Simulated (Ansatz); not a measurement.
CH7F2NSi2

Input

```
crystal:
  periodic: [false, false, false]
  atoms:
    - { symbol: "N", position_ang: [-1.7776, -0.5678, -1.5859] }
    - { symbol: C, position_ang: [-0.6708, 0.1979, -1.0524] }
    - { symbol: Si, position_ang: [0.0046, -0.5854, 0.4814] }
    - { symbol: F, position_ang: [-1.0948, -0.7623, 1.5389] }
    - { symbol: Si, position_ang: [1.7155, 0.7645, 1.2905] }
    - { symbol: F, position_ang: [1.1893, 2.2886, 1.5274] }
    - { symbol: H, position_ang: [-1.5543, -1.4877, -1.8092] }
    - { symbol: H, position_ang: [-2.5308, -0.5508, -0.9029] }
    - { symbol: H, position_ang: [-0.9743, 1.2455, -0.7946] }
    - { symbol: H, position_ang: [0.1066, 0.2541, -1.8033] }
    - { symbol: H, position_ang: [0.5464, -1.9462, 0.1872] }
    - { symbol: H, position_ang: [2.2688, 0.2688, 2.6165] }
    - { symbol: H, position_ang: [2.7919, 0.846, 0.3212] }
basis:
  gaussian: { orbitals: def2-SVP }
hamiltonian:
  xc: { name: BHLYP }
  dispersion: d4
relax:
  f_tol: 0.015
  max_steps: 40
output:
  orbitals: {}
```

Command:

```sh
ansatz run input.yaml --threads 2 --pin off --max-ram 3072MiB --backend cpu --events-out ev --progress --plain --runs-dir out
```

The fields are those of the run's last geometry, not of the input's.

All numbers below come from RKS BHLYP-D4/def2-SVP (Ansatz).

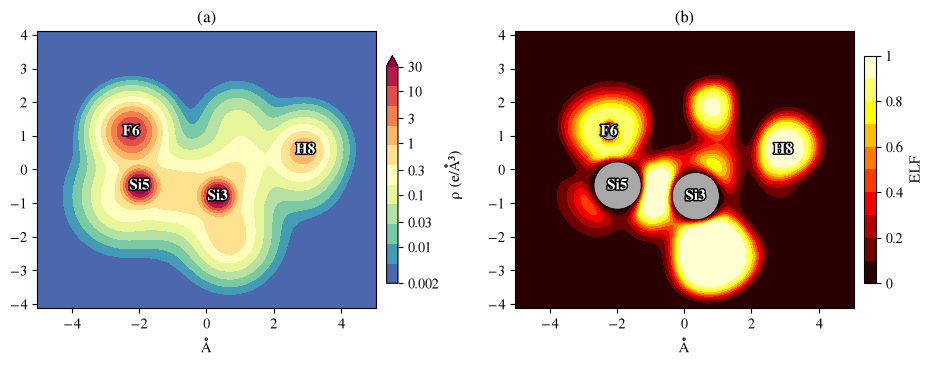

Figure 1. (a) electron density; (b) ELF on the plane of atoms Si3, Si5 and F6. Grey discs cover the atomic cores in the ELF map.

Q: Interpret the plot.

A: Atoms in the plane: Si, F and H.
Si–F (1.62 Å): ρ at the midpoint is about 1 e/Å³; the ELF peaks at about 0.85 in the valence shell of F, 0.6 Å from its nucleus, and is about 0.40 at the midpoint.
Si–Si (2.35 Å): the density is about 0.71 e/Å³ at the midpoint; the ELF peaks at about 1 between the atoms: a covalent bond.
The ELF also peaks beside F6, away from the bonds: lone-pair regions.

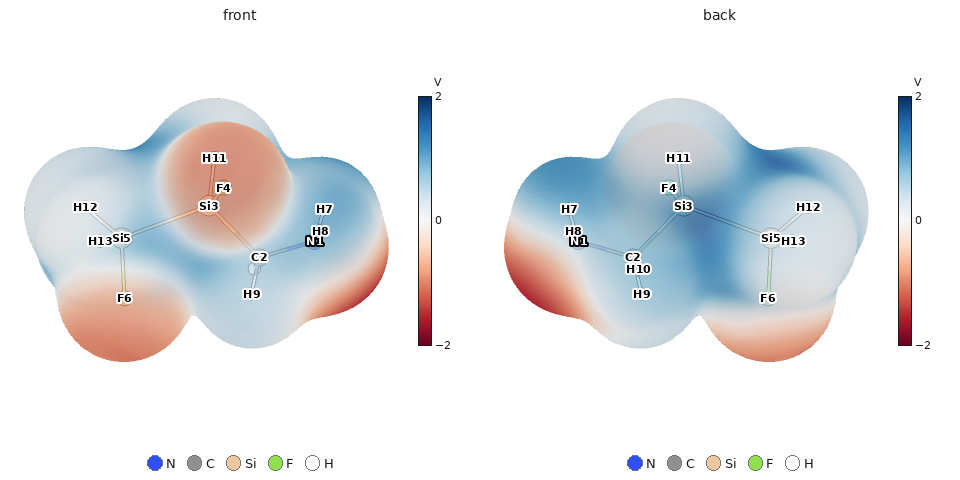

Figure 2. The electrostatic potential painted on the density surface at 0.001 e/bohr³, seen from the front and from behind; the colour scale runs from red (negative) to blue (positive).

Q: Where is the surface potential most negative and most positive?

A: The most negative region (about −1.5 V, or −35 kcal/mol for a unit charge) lies over N1, the most positive (about +1.5 V, or +35 kcal/mol for a unit charge) over Si3 and Si5. N1 is the likeliest acceptor of a hydrogen bond.

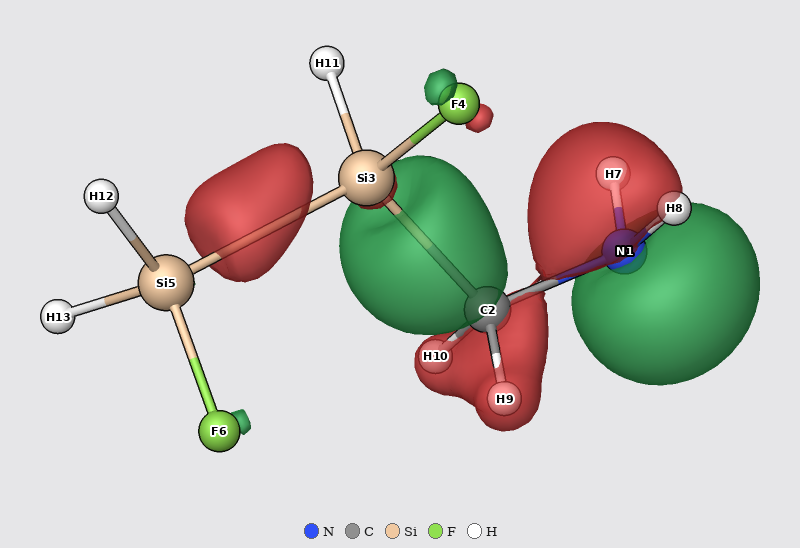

Figure 3. The HOMO at ±0.15 Å⁻³ᐟ² (green and red are the two phases), seen at a tilt.

Q: What is the character of this orbital?

A: By Hirshfeld shares it lies mainly on N1 (about 50 %), C2 (about 15 %) and Si3 (about 10 %). Its energy is −7.85 eV.
